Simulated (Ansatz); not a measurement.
Single-point calculation, with input and output: C2H6ClFSi

- system: C2H6ClFSi
- method: RKS B3LYP-D4/def2-TZVPP (Ansatz 0.2.0)

The geometry comes from this level: PBE0-D4/def2-TZVP. Figures and captions count atoms from 1; the log counts them from 0 in places.

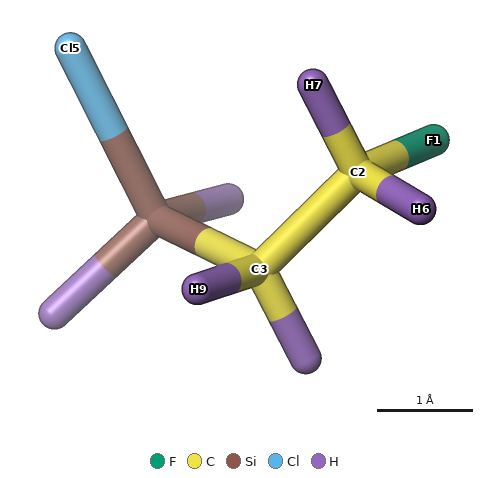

*The structure as given in the input (stick view, seen at a tilt; atoms are numbered from 1 in the order of the input).*

Summary

```json
{"quantity": "outcome", "value": "converged"}
{"quantity": "total energy", "value": "−25294.6997 eV"}
{"quantity": "mean-field energy", "value": "−25294.3071 eV"}
{"quantity": "dispersion energy", "value": "−0.3926 eV"}
{"quantity": "SCF solution under orbital rotations", "value": "stable"}
{"quantity": "HOMO", "value": "−8.49 eV"}
{"quantity": "LUMO", "value": "0.05 eV"}
{"quantity": "largest force (length of the vector)", "value": "0.469 eV/Å"}
{"quantity": "dipole moment", "value": "2.36 D"}
{"quantity": "hardware", "value": "4 threads of Arm Neoverse N1, 23 GiB of memory available, shared host"}
{"quantity": "wall time", "value": "8.5 s (CPU time 32 s)"}
{"quantity": "peak memory", "value": "0.79 GiB"}
```

Input file
```yaml
crystal:
  periodic: [false, false, false]
  atoms:
    - {symbol: F, position_ang: [-1.701345, 1.063194, 0.331912]}
    - {symbol: C, position_ang: [-0.470282, 1.304779, -0.257856]}
    - {symbol: C, position_ang: [0.138685, 0.005683, -0.730137]}
    - {symbol: Si, position_ang: [0.334609, -1.297508, 0.600673]}
    - {symbol: Cl, position_ang: [1.443729, -0.501820, 2.145733]}
    - {symbol: H, position_ang: [-0.638104, 1.997581, -1.087510]}
    - {symbol: H, position_ang: [0.163494, 1.791654, 0.488751]}
    - {symbol: H, position_ang: [-0.464690, -0.422662, -1.538832]}
    - {symbol: H, position_ang: [1.130546, 0.209523, -1.148322]}
    - {symbol: H, position_ang: [1.086223, -2.455105, 0.057784]}
    - {symbol: H, position_ang: [-0.957565, -1.752321, 1.158304]}
basis:
  gaussian: {orbitals: def2-TZVPP}
hamiltonian: {xc: {name: B3LYP}, dispersion: d4}
output: {forces: true, orbitals: {seedname: orbitals}}
```

Command:
```bash
ansatz run in.yaml --threads 4 --pin off --events-out ev --progress --plain --max-ram 10444MiB
```

Output
```
Functional definition: B3LYP
  name "B3LYP"
  cite "Stephens, Devlin, Chabalowski & Frisch, J. Phys. Chem. 98, 11623 (1994) doi:10.1021/j100096a001"
  cite "Becke, Phys. Rev. A 38, 3098 (1988) doi:10.1103/PhysRevA.38.3098"
  cite "Lee, Yang & Parr, Phys. Rev. B 37, 785 (1988) doi:10.1103/PhysRevB.37.785"
  cite "Vosko, Wilk & Nusair, Can. J. Phys. 58, 1200 (1980) doi:10.1139/p80-159"
  parameter a0 = 0.2
  parameter ax = 0.72
  parameter ac = 0.81
  exchange = (1 - a0 - ax)*slater_x + ax*b88_x + a0*exact_x
  correlation = (1 - ac)*vwn_rpa_c + ac*lyp_c
1474 factors; their error is unknown
mean field evaluation 1: about -25287.7748 eV, gradient 5.5e1 eV
mean field evaluation 2: about -25283.8475 eV, gradient 6.5e1 eV
mean field evaluation 4: about -25294.2738 eV, gradient 2.5e0 eV
mean field evaluation 8: about -25294.2793 eV, gradient 5.1e-2 eV
mean field evaluation 16: about -25294.3069 eV, gradient 1.3e-4 eV
mean field -25294.30685194 eV, -929.5486317118 hartree, gradient 1.9e-5 eV, S^2 0.000000; 0 other end points of the search recorded, 0 dependent functions left out
the calculation of the forces begins
reference -25294.30713406 eV, -929.5486420796 hartree; 29, 29 occupied and 232, 232 virtual orbitals, 1474 factors
Total energy: -25294.69970050 eV, -929.5630686302 hartree
Atom 0 at    -1.701345     1.063194     0.331912 Å, force    -0.378798    -0.060702     0.184294 eV/Å
Atom 1 at    -0.470282     1.304779    -0.257856 Å, force     0.333487     0.291045    -0.155588 eV/Å
Atom 2 at     0.138685     0.005683    -0.730137 Å, force     0.080266    -0.125507    -0.145205 eV/Å
Atom 3 at     0.334609    -1.297508     0.600673 Å, force    -0.126053    -0.268818    -0.073752 eV/Å
Atom 4 at     1.443729    -0.501820     2.145733 Å, force     0.122538     0.086211     0.171622 eV/Å
Atom 5 at    -0.638104     1.997581    -1.087510 Å, force     0.009371    -0.028722     0.057953 eV/Å
Atom 6 at     0.163494     1.791654     0.488751 Å, force    -0.047391    -0.016454    -0.054093 eV/Å
Atom 7 at    -0.464690    -0.422662    -1.538832 Å, force     0.036424     0.033685     0.029197 eV/Å
Atom 8 at     1.130546     0.209523    -1.148322 Å, force    -0.057564    -0.004971     0.007138 eV/Å
Atom 9 at     1.086223    -2.455105     0.057784 Å, force    -0.055632     0.070528     0.026916 eV/Å
Atom 10 at    -0.957565    -1.752321     1.158304 Å, force     0.083353     0.023706    -0.048482 eV/Å
Dipole moment:     0.148184     0.029485    -0.466570 e Å
```

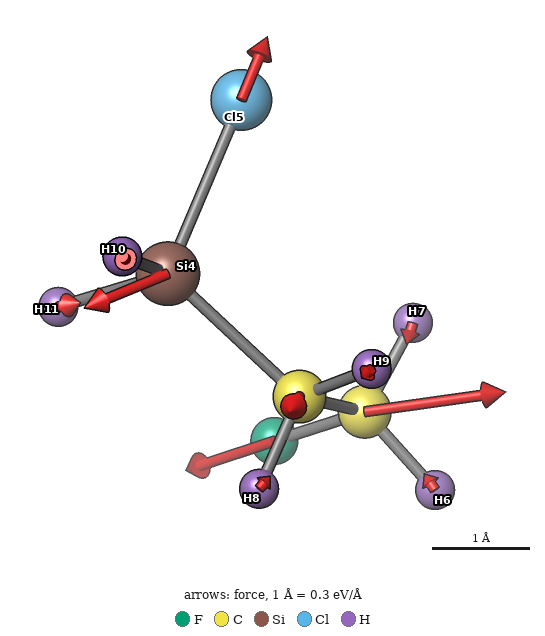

*Forces on the atoms as red arrows (ball-and-stick view, seen at a tilt; atoms are numbered from 1 in the order of the input).*

The largest act on C2 (0.47 eV/Å); F1 (0.43 eV/Å); Si4 (0.31 eV/Å); Cl5 (0.23 eV/Å), among others. The geometry is not a stationary point of this energy.

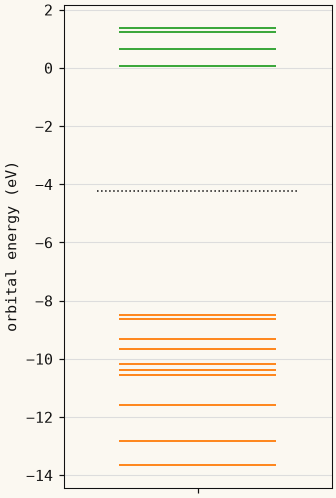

*Orbital energies near the frontier; the dotted line parts filled from empty levels, and levels within 0.02 eV of each other stand side by side.*

Highest filled −8.49 eV, lowest empty 0.05 eV, 8.54 eV apart.

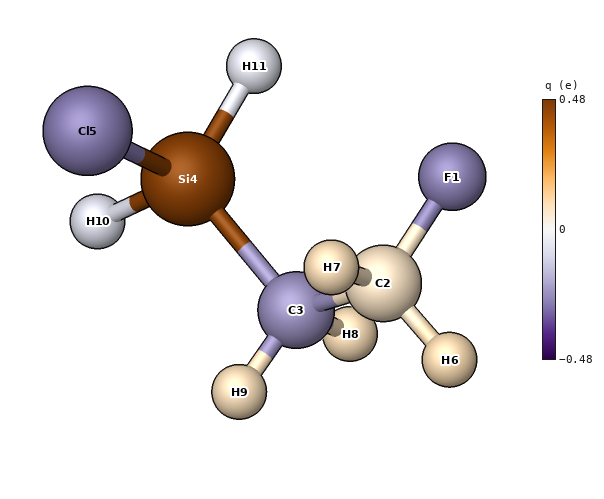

*Mulliken charges, as the colour of each atom (ball-and-stick view, seen at a tilt; atoms are numbered from 1 in the order of the input).*

By element: F −0.26, C −0.24 to +0.07, Si +0.46, Cl −0.27 and H −0.07 to +0.09 e.
